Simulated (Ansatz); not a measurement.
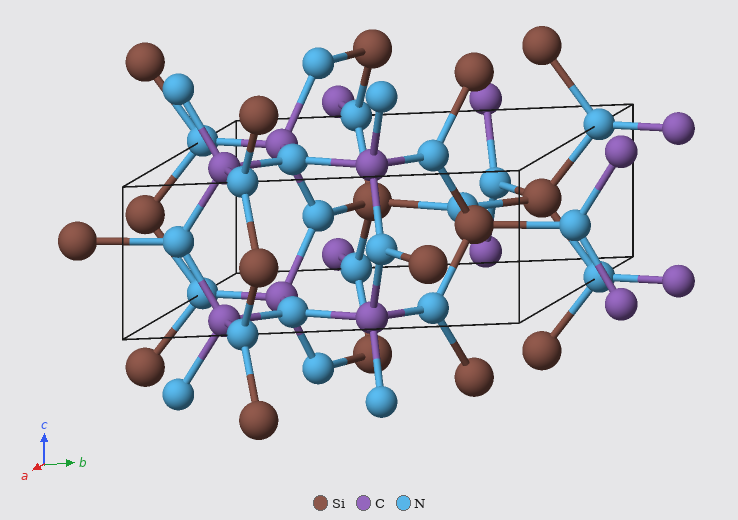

A ball-and-stick rendering, viewed slightly off an axis. Lines trace the edges of the conventional unit cell. Atoms just outside the outline that bond to atoms inside are added.

Si3C3N8, space group P-6 (No. 174), a = 7.042 Å, b = 7.042 Å, c = 2.668 Å, α = 90.00°, β = 90.00°, γ = 120.00°. The cell started as a structure type filled with these elements by a generator (whether the compound takes this form wasn't checked). Earlier steps of the study may have refined or changed the cell and positions. Ansatz was used for an electronic-structure calculation on it.

This one geometry was computed with Ansatz (DFT, plane waves, PAW) at four levels of theory: PBE0, PBE, r2SCAN and HSE06. It was relaxed beforehand with r2SCAN.

**Which level gives the highest pressure at this volume, and what does that say about its equilibrium volume?**

Highest: PBE (5.7 GPa), which points to the largest equilibrium volume. Lowest, with the smallest volume: PBE0 (-3.2 GPa) and HSE06 (-3.1 GPa). Levels within 0.5 GPa of each other can't be told apart.

**How does the band gap change with the level of theory?**

PBE: a gap of 2.29 eV, indirect; r2SCAN: a gap of 2.67 eV, indirect; HSE06: a gap of 3.78 eV, indirect; PBE0: a gap of 4.55 eV, indirect.

**Collect the results in a table.**

| level | cutoff (eV) | k-mesh of the run's cell | gap (eV) | pressure (GPa) |
| --- | --- | --- | --- | --- |
| PBE0 | 420 | 3×3×6 | 4.55 | -3.2 |
| PBE | 420 | 6×6×10 | 2.29 | 5.7 |
| r2SCAN | 500 | 6×6×10 | 2.67 | 0.0 |
| HSE06 | 420 | 3×3×6 | 3.78 | -3.1 |

Gaps are taken on the k-mesh or band path of each run.
